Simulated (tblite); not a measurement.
# Run report: CH8AlBOSi, molecular dynamics (part 1 of 2)

System: CH8AlBOSi, SMILES [BH2][AlH][O][SiH2]C.
Method: GFN1-xTB, R-SCC (tblite 0.8.0).

The geometry: force field.

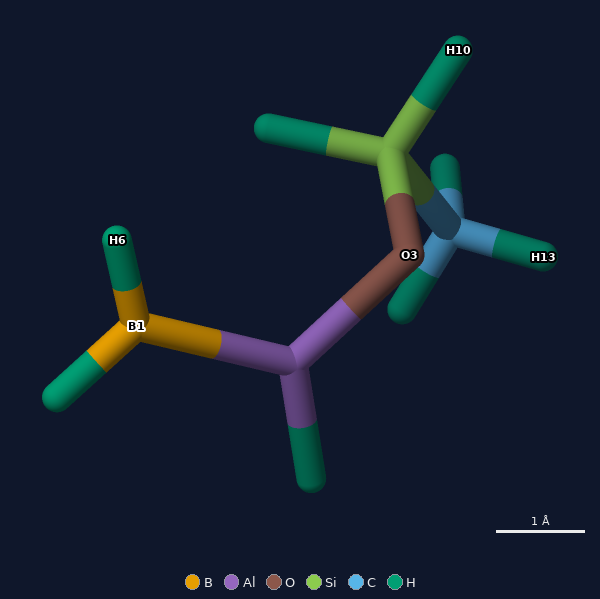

*The input geometry (stick view, seen at a tilt; atoms are numbered from 1 in the order of the input). Sticks mark near contacts.*

### Summary

| quantity | value |
| --- | --- |
| outcome | finished |
| mean temperature over the second half | 432 K |
| trajectory | 21 frames kept, 60 fs |
| potential energy (last step) | −15.728512 hartree |
| largest force (last step) | 4.895 eV/Å |
| dipole moment (last step) | 5.45 D |
| hardware | 1 thread of AMD EPYC (Zen 5), 16 GiB of memory available, shared host |
| wall time | 0.52 s |
| peak memory | 0.11 GiB |

### Notes

Settings chosen away from the usual ones: time_step. So short a trajectory is not equilibrated.

### Input file (xtb_job.py)
```python
import json
import numpy as np
from ase import Atom, Atoms
from tblite.ase import TBLite
from ase.units import Debye
from ase import units
from ase.md.velocitydistribution import MaxwellBoltzmannDistribution, Stationary, ZeroRotation
from ase.md.verlet import VelocityVerlet

molecule = Atoms([
    Atom("B", (-0.878100, 2.819700, -0.552400)),
    Atom("Al", (-1.279000, 0.976700, 0.199800)),
    Atom("O", (-0.138600, 0.255700, 1.407600)),
    Atom("Si", (1.173900, -0.563400, 0.510300)),
    Atom("C", (0.465500, -2.250200, -0.056000)),
    Atom("H", (0.020100, 3.492300, -0.213500)),
    Atom("H", (-1.640800, 3.328300, -1.355600)),
    Atom("H", (-2.499600, 0.153000, -0.298200)),
    Atom("H", (1.549400, 0.228800, -0.607800)),
    Atom("H", (2.271800, -0.788800, 1.401000)),
    Atom("H", (1.261800, -2.788400, -0.545500)),
    Atom("H", (-0.378400, -2.098400, -0.707300)),
    Atom("H", (0.092300, -2.800000, 0.832500)),
])
start = molecule.get_positions()

molecule.calc = TBLite(method="GFN1-xTB", charge=0, verbosity=0)
MaxwellBoltzmannDistribution(molecule, temperature_K=300, rng=np.random.default_rng(887))
Stationary(molecule)
ZeroRotation(molecule)
dyn = VelocityVerlet(molecule, timestep=1.0 * units.fs, trajectory="md.traj", logfile="-", loginterval=3)
dyn.run(60)
print(f"E: {molecule.get_potential_energy():.6f} eV")
print(f"Dipole: {np.linalg.norm(molecule.get_dipole_moment()) / Debye:.4f} D")
for a, q in zip(molecule, molecule.get_charges()):
    print(f"{a.symbol}{a.index + 1} {q:+.4f}")
print("Final positions (angstrom):")
for a in molecule:
    print(f"{a.symbol:<2} {a.x:12.6f} {a.y:12.6f} {a.z:12.6f}")
json.dump(dict(energy=molecule.get_potential_energy(), forces=molecule.get_forces().tolist(), dipole=molecule.get_dipole_moment().tolist(), charges=molecule.get_charges().tolist(),
               symbols=molecule.get_chemical_symbols(), start=start.tolist(), final=molecule.positions.tolist()), open("results.json", "w"))
```

Run as:
```bash
python xtb_job.py
```

### What the program printed
```
Time[ps]      Etot[eV]     Epot[eV]     Ekin[eV]    T[K]
0.0000        -427.3136    -427.7678       0.4542   270.3
0.0030        -427.3159    -427.7712       0.4553   271.0
0.0060        -427.3130    -427.7051       0.3921   233.4
0.0090        -427.3148    -427.8259       0.5112   304.2
0.0120        -427.3157    -427.9886       0.6729   400.4
0.0150        -427.3170    -428.0231       0.7061   420.2
0.0180        -427.3157    -427.8342       0.5185   308.6
0.0210        -427.3127    -427.6209       0.3082   183.4
0.0240        -427.3147    -427.7441       0.4294   255.5
0.0270        -427.3168    -427.9978       0.6810   405.3
0.0300        -427.3164    -428.0517       0.7353   437.6
0.0330        -427.3136    -427.9602       0.6466   384.8
0.0360        -427.3160    -427.9645       0.6485   385.9
0.0390        -427.3136    -427.9097       0.5961   354.8
0.0420        -427.3152    -427.9697       0.6545   389.5
0.0450        -427.3143    -428.0508       0.7366   438.3
0.0480        -427.3157    -428.1537       0.8380   498.7
0.0510        -427.3152    -428.1852       0.8700   517.7
0.0540        -427.3154    -428.1429       0.8275   492.4
0.0570        -427.3149    -428.0606       0.7457   443.8
0.0600        -427.3142    -427.9946       0.6804   404.9
E: -427.994616 eV
Dipole: 5.4455 D
B1 +0.2087
Al2 +0.4003
O3 -0.4753
Si4 +0.3234
C5 -0.1868
H6 -0.0552
H7 -0.0377
H8 -0.1003
H9 -0.0966
H10 -0.0701
H11 +0.0242
H12 +0.0290
H13 +0.0363
Final positions (angstrom):
B     -1.006701     2.954304    -0.592312
Al    -1.462728     1.126287     0.221705
O      0.133931     0.250235     1.084309
Si     1.250281    -0.699748     0.658586
C      0.505549    -2.321164    -0.075223
H     -1.407009     3.761109     0.266375
H     -0.804876     3.332242    -1.699593
H     -2.698197     0.199658     0.469671
H      2.001693    -0.152365    -0.469255
H      2.189791    -0.973659     1.704607
H      1.144251    -3.088513    -0.554307
H     -0.324948    -2.170148    -0.826994
H     -0.058019    -2.897852     0.685565
```

### Trajectory as extended XYZ (Å, eV, eV/Å), 21 frames, from step=0 to step=60
```
13
Properties=species:S:1:pos:R:3:forces:R:3 step=0 time_fs=0.0 energy=-427.76781 temperature=270.3
B    -0.8781    2.8197   -0.5524   -0.6193  -0.1093  -0.0979
Al   -1.2790    0.9767    0.1998    0.0857  -0.0693   0.4092
O    -0.1386    0.2557    1.4076    1.9855  -1.1414  -2.4114
Si    1.1739   -0.5634    0.5103   -2.7142   0.7800   2.1978
C     0.4655   -2.2502   -0.0560    0.3055   0.8073   1.1614
H     0.0201    3.4923   -0.2135    0.5182   0.5631   0.0141
H    -1.6408    3.3283   -1.3556    0.3024   0.0123   0.1090
H    -2.4996    0.1530   -0.2982   -0.0618  -0.3734   0.2264
H     1.5494    0.2288   -0.6078    0.2187   0.4133  -0.5543
H     2.2718   -0.7888    1.4010    0.1812   0.1049   0.2886
H     1.2618   -2.7884   -0.5455   -0.0135  -0.6681  -0.2927
H    -0.3784   -2.0984   -0.7073   -0.4214  -0.2247  -0.5659
H     0.0923   -2.8000    0.8325    0.2329  -0.0947  -0.4844
13
Properties=species:S:1:pos:R:3:forces:R:3 step=3 time_fs=3.0 energy=-427.77125 temperature=271.0
B    -0.8813    2.8163   -0.5500    0.0022   0.2938   0.3090
Al   -1.2667    0.9808    0.2041    0.1472  -0.0503   0.3744
O    -0.1590    0.2521    1.4002    2.4632  -1.2872  -2.2655
Si    1.1779   -0.5621    0.5099   -2.4260   1.0157   1.6881
C     0.4557   -2.2368   -0.0523    0.3285   0.1599  -0.1988
H    -0.0104    3.5882   -0.1879   -0.2654  -0.0096  -0.3478
H    -1.6900    3.2119   -1.3620    0.3352   0.2951  -0.0367
H    -2.4237    0.1104   -0.2978   -0.2609  -0.3927   0.1119
H     1.5909    0.2105   -0.6562    0.0097   0.1224   0.0523
H     2.2784   -0.8204    1.4090   -0.0242   0.1982   0.1505
H     1.1947   -2.8811   -0.5457   -0.0658   0.0185  -0.0647
H    -0.3909   -2.1214   -0.7622    0.1525  -0.2632   0.4627
H     0.1605   -2.7839    0.8529   -0.3961  -0.1006  -0.2353
13
Properties=species:S:1:pos:R:3:forces:R:3 step=6 time_fs=6.0 energy=-427.70510 temperature=233.4
B    -0.8849    2.8151   -0.5454    0.2610   0.6559   0.4783
Al   -1.2539    0.9847    0.2095   -0.0997  -0.2127   0.2160
O    -0.1660    0.2416    1.3807    2.7344  -1.3003  -1.9358
Si    1.1745   -0.5577    0.5147   -1.8761   1.0985   1.1582
C     0.4485   -2.2225   -0.0497    0.6536  -0.9173  -1.0949
H    -0.0601    3.6843   -0.1905   -0.5960  -0.4730  -0.4777
H    -1.7108    3.1200   -1.3715    0.2761   0.4395  -0.1750
H    -2.3684    0.0356   -0.2871   -0.1797  -0.1618   0.0927
H     1.6332    0.2032   -0.7008   -0.2115  -0.1511   0.6189
H     2.2826   -0.8350    1.4296   -0.2776   0.2795  -0.0563
H     1.1227   -2.9714   -0.5514   -0.0649   0.8140   0.2291
H    -0.3951   -2.1648   -0.7823    0.1278   0.0032   0.8132
H     0.1964   -2.7762    0.8539   -0.7473  -0.0744   0.1334
13
Properties=species:S:1:pos:R:3:forces:R:3 step=9 time_fs=9.0 energy=-427.82593 temperature=304.2
B    -0.8867    2.8189   -0.5371   -0.2239   0.5003   0.1512
Al   -1.2416    0.9879    0.2156   -0.4971  -0.4413   0.0014
O    -0.1584    0.2242    1.3506    2.6697  -1.1104  -1.4457
Si    1.1652   -0.5500    0.5231   -1.5317   0.7619   0.8445
C     0.4458   -2.2144   -0.0537    0.5858  -1.3017   0.1061
H    -0.1562    3.7441   -0.2317   -0.1708  -0.2678  -0.2124
H    -1.7076    3.0644   -1.3950    0.2495   0.3545  -0.1687
H    -2.3279   -0.0522   -0.2680    0.0079   0.1961   0.1217
H     1.6586    0.1850   -0.6959   -0.2430  -0.0990   0.6139
H     2.2647   -0.8262    1.4468   -0.2552   0.2506  -0.0431
H     1.0500   -2.9991   -0.5409    0.6019   0.5309  -0.0090
H    -0.3941   -2.2074   -0.7399   -0.6806   0.3650   0.1209
H     0.1720   -2.7725    0.8619   -0.5124   0.2611  -0.0810
13
Properties=species:S:1:pos:R:3:forces:R:3 step=12 time_fs=12.0 energy=-427.98863 temperature=400.4
B    -0.8906    2.8264   -0.5278   -0.9029  -0.0516  -0.3500
Al   -1.2308    0.9898    0.2218   -0.7937  -0.5534  -0.1526
O    -0.1364    0.2008    1.3129    2.0064  -0.5903  -0.7408
Si    1.1511   -0.5401    0.5342   -1.1829  -0.0261   0.6146
C     0.4467   -2.2152   -0.0573   -0.4814  -0.7612   0.8315
H    -0.2649    3.7846   -0.2899    0.5249   0.4059   0.2187
H    -1.6831    3.0385   -1.4326    0.1995   0.1255  -0.0982
H    -2.2874   -0.1238   -0.2388    0.0856   0.4645   0.1184
H     1.6645    0.1602   -0.6418   -0.0436   0.2320   0.0469
H     2.2266   -0.7966    1.4618    0.0211   0.1118   0.1767
H     1.0273   -2.9845   -0.5323    0.9470  -0.1494  -0.3326
H    -0.4438   -2.2200   -0.6835   -0.3844   0.5062  -0.1501
H     0.1053   -2.7485    0.8639    0.0045   0.2862  -0.1825
13
Properties=species:S:1:pos:R:3:forces:R:3 step=15 time_fs=15.0 energy=-428.02310 temperature=420.2
B    -0.9011    2.8342   -0.5211   -0.7469   0.2736  -0.4981
Al   -1.2225    0.9898    0.2275   -0.8700  -0.4667  -0.1837
O    -0.1041    0.1744    1.2712    0.3575   0.4535   0.3443
Si    1.1336   -0.5303    0.5471    0.0848  -1.2276   0.0711
C     0.4445   -2.2217   -0.0558   -1.0183  -0.5183   0.0376
H    -0.3341    3.8529   -0.3315    0.4632   0.1377   0.3614
H    -1.6417    3.0235   -1.4790    0.1106  -0.0783  -0.0617
H    -2.2407   -0.1567   -0.1997   -0.0132   0.5195   0.0565
H     1.6673    0.1552   -0.5841    0.2093   0.5135  -0.5431
H     2.1898   -0.7574    1.4912    0.2117  -0.0256   0.2814
H     1.0764   -2.9739   -0.5463    0.0017   0.2377   0.0786
H    -0.5199   -2.1910   -0.6376    0.8276   0.3442  -0.0695
H     0.0379   -2.7032    0.8532    0.3820  -0.1633   0.1253
13
Properties=species:S:1:pos:R:3:forces:R:3 step=18 time_fs=18.0 energy=-427.83425 temperature=308.6
B    -0.9174    2.8443   -0.5182   -0.2251   0.9656  -0.4309
Al   -1.2170    0.9885    0.2326   -0.7249  -0.0988  -0.1226
O    -0.0702    0.1508    1.2316   -2.3573   2.0682   1.8714
Si    1.1168   -0.5244    0.5600    3.0162  -2.5067  -1.3918
C     0.4356   -2.2318   -0.0535   -0.3104   0.0677  -0.0246
H    -0.3656    3.9296   -0.3431    0.0252  -0.6607   0.3121
H    -1.5905    3.0027   -1.5308    0.0604  -0.1465  -0.0302
H    -2.1963   -0.1467   -0.1561   -0.2824   0.2994  -0.0640
H     1.6854    0.1903   -0.5669    0.1016   0.2333  -0.2834
H     2.1690   -0.7197    1.5424    0.0913  -0.0770   0.0299
H     1.1279   -2.9457   -0.5553   -0.6965   0.3157   0.3104
H    -0.5337   -2.1331   -0.6014    0.7989   0.0752  -0.4716
H     0.0017   -2.6715    0.8524    0.5031  -0.5354   0.2953
13
Properties=species:S:1:pos:R:3:forces:R:3 step=21 time_fs=21.0 energy=-427.62090 temperature=183.4
B    -0.9357    2.8616   -0.5188   -0.0509   0.7448  -0.3744
Al   -1.2138    0.9869    0.2373   -0.5299   0.4960  -0.0833
O    -0.0490    0.1383    1.2021   -4.6399   3.4097   3.0915
Si    1.1093   -0.5261    0.5686    5.7104  -3.3429  -2.6724
C     0.4244   -2.2412   -0.0507    0.3194   0.8856   1.1306
H    -0.3928    3.9547   -0.3278   -0.1008  -0.7020   0.2598
H    -1.5337    2.9701   -1.5849    0.0643  -0.0837   0.0317
H    -2.1767   -0.1121   -0.1181   -0.6096  -0.0806  -0.1950
H     1.7113    0.2444   -0.5727   -0.1469  -0.2450   0.2375
H     2.1559   -0.6886    1.5958   -0.0599  -0.1049  -0.2717
H     1.1278   -2.8964   -0.5425   -0.1858  -0.4667  -0.1736
H    -0.4859   -2.0677   -0.6059   -0.1887  -0.0737  -0.8495
H     0.0077   -2.6824    0.8726    0.4183  -0.4366  -0.1313
13
Properties=species:S:1:pos:R:3:forces:R:3 step=24 time_fs=24.0 energy=-427.74409 temperature=255.5
B    -0.9547    2.8844   -0.5225   -0.2555  -0.3688  -0.4146
Al   -1.2123    0.9868    0.2417   -0.7009   0.8881  -0.2132
O    -0.0517    0.1435    1.1887   -3.9753   3.0009   2.8087
Si    1.1187   -0.5378    0.5694    5.1860  -2.7248  -2.2659
C     0.4151   -2.2445   -0.0406    0.3158   1.0732   0.8139
H    -0.4262    3.9249   -0.2897    0.1343   0.0779   0.2746
H    -1.4713    2.9309   -1.6361    0.0930   0.0718   0.1124
H    -2.2077   -0.0825   -0.0962   -0.6430  -0.1855  -0.2090
H     1.7260    0.2791   -0.5607   -0.2058  -0.4754   0.3632
H     2.1390   -0.6666    1.6276   -0.0195  -0.1606  -0.3131
H     1.1109   -2.8834   -0.5431    0.1649  -0.6570  -0.3805
H    -0.4452   -2.0098   -0.6756   -0.0670  -0.3555  -0.1358
H     0.0472   -2.7301    0.8824   -0.0269  -0.1844  -0.4408
13
Properties=species:S:1:pos:R:3:forces:R:3 step=27 time_fs=27.0 energy=-427.99777 temperature=405.3
B    -0.9757    2.9043   -0.5295   -0.3125  -1.1826  -0.3825
Al   -1.2133    0.9895    0.2454   -1.3506   0.9127  -0.5030
O    -0.0750    0.1645    1.1901   -1.1441   1.2524   1.5738
Si    1.1435   -0.5577    0.5634    2.1973  -1.2145  -0.7126
C     0.4086   -2.2407   -0.0255    0.9862   0.2400  -0.9973
H    -0.4487    3.9003   -0.2280    0.2453   0.5812   0.2401
H    -1.4009    2.8982   -1.6780    0.0996   0.2738   0.1342
H    -2.2911   -0.0663   -0.0913   -0.2579   0.0867  -0.0895
H     1.7245    0.2751   -0.5204   -0.0288  -0.3478   0.0280
H     2.1215   -0.6586    1.6344    0.1809  -0.2233  -0.0743
H     1.1012   -2.9187   -0.5702   -0.3437   0.2493   0.2091
H    -0.4095   -1.9821   -0.7557    0.2646  -0.5651   0.7893
H     0.0839   -2.7948    0.8582   -0.5364  -0.0631  -0.2152
```
